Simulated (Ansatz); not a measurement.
Consider SiGe$_{2}$N$_{2}$.

The calculation's input:

```
crystal:
  lattice:
    - [-2.0815263764, 2.0815263764, 4.3714523734]
    - [2.0815263764, -2.0815263764, 4.3714523734]
    - [2.0815263764, 2.0815263764, -4.3714523734]
  atoms:
    - { symbol: Si, position: [0.0, 0.0, 0.0] }
    - { symbol: Ge, position: [0.25, 0.75, 0.5] }
    - { symbol: Ge, position: [0.75, 0.25, 0.5] }
    - { symbol: "N", position: [0.7404049864, 0.7404049864, 0.0] }
    - { symbol: "N", position: [0.2595950136, 0.2595950136, 0.0] }
basis:
  ecutwfc: 420
kpoints:
  mp_grid: { grid: [12, 12, 12] }
hamiltonian:
  xc: pbe
scf:
  occupations: { method: gaussian, width: 0.1 }
output:
  forces: true
  stress: true
  eigenvalues: true
  write_density: true
  write_potential: true
  elf: true
  volumetric_format: npy
relax:
  adjacent_minimum: "off"
  f_tol: 0.01
  max_steps: 80
  cell: { stress_tol: 0.05 }
```

Command:

```sh
ansatz run input.yaml --threads 1 --pin off --max-ram 2560MiB --backend cpu --events-out ev --progress --plain --runs-dir out
```

Below, planes, directions and counts refer to the conventional cell (a = 4.88 Å, b = 4.88 Å, c = 6.54 Å, α = 90.00°, β = 90.00°, γ = 90.00°).

The fields are those of the run's last geometry, not of the input's.

Space group I4/mmm; started from the ThCr2Si2_139 prototype, which need not be the ambient phase.

The calculation used Ansatz 0.2.0, DFT PBE, scalar-relativistic, plane waves, PAW.

### Predict the valence pseudo-density and electron localisation function between the atoms.

Si–N (1.66 Å): ρ is about 1.2 e/Å³ halfway; the ELF peaks at about 0.85 between the atoms.
Ge–N (2.44 Å): the density is about 0.3 e/Å³ at the midpoint; the ELF peaks at about 0.80 in the valence shell of N, 0.6 Å from its nucleus, and drops to about 0.30 between the two atoms.

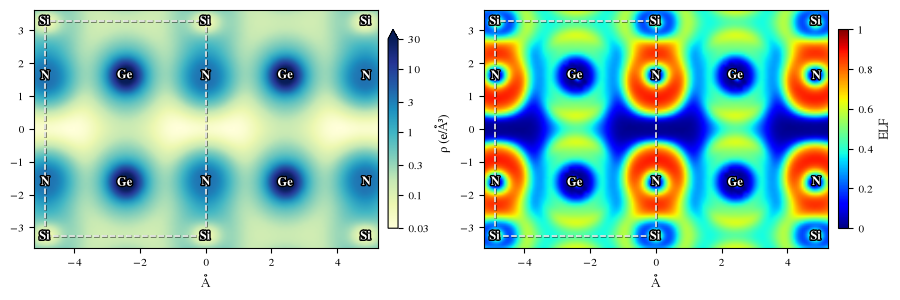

Computed valence pseudo-density and electron localisation function on the (100) plane of the conventional cell, in this order. 
